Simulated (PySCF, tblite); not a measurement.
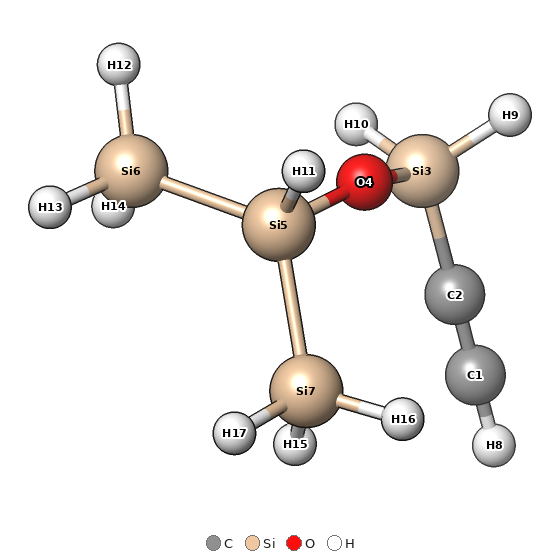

The molecule: C₂H₁₀OSi₄, SMILES C#C[SiH2]O[SiH]([SiH3])[SiH3].

GIAO shifts, PBE0/pcSseg-1 with PySCF 2.14.0, at a GFN2-xTB geometry (a minimum by its frequencies), against H₂O for ¹⁷O and TMS for ²⁹Si computed at the same level (¹⁷O: a single water molecule, while the usual scale starts at liquid water and gives values some tens of ppm lower). Gas phase, fully decoupled, line heights follow the number of nuclei, widths are arbitrary (no quadrupolar broadening); values of one conformer, averaged over nuclei that symmetry or rotation about single bonds exchange, these motions taken as fast; other conformers aren't averaged in.

Which ¹⁷O signals does it give?

Answer. 1 signal.


```tsv
δ (ppm)	nuclei	atoms
10.2	1	O4
```

Which ²⁹Si signals does it give?

Answer. 3 signals.


```tsv
δ (ppm)	nuclei	atoms
−9.5	1	Si5
−55.2	1	Si3
−118.5	2	Si6, Si7
```

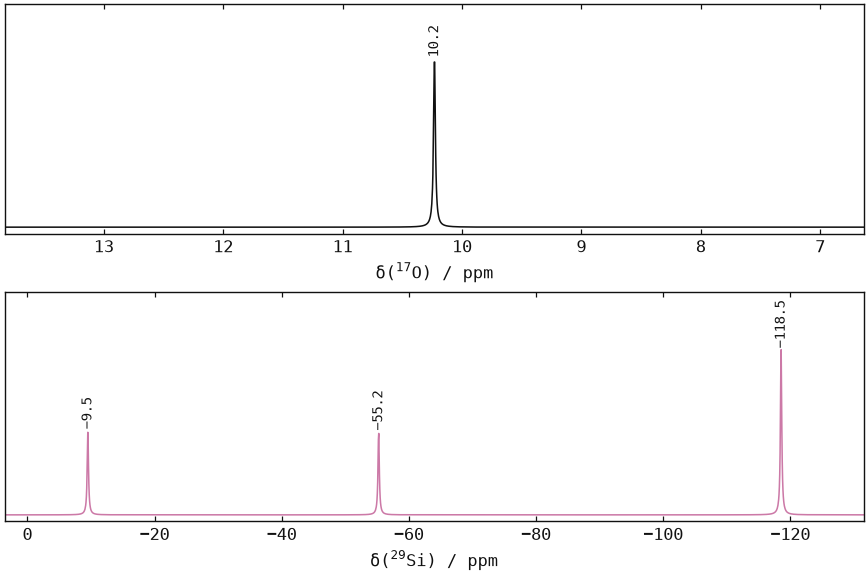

Known limits of this run: the tight-binding geometry is rougher than a DFT one and adds to the error.
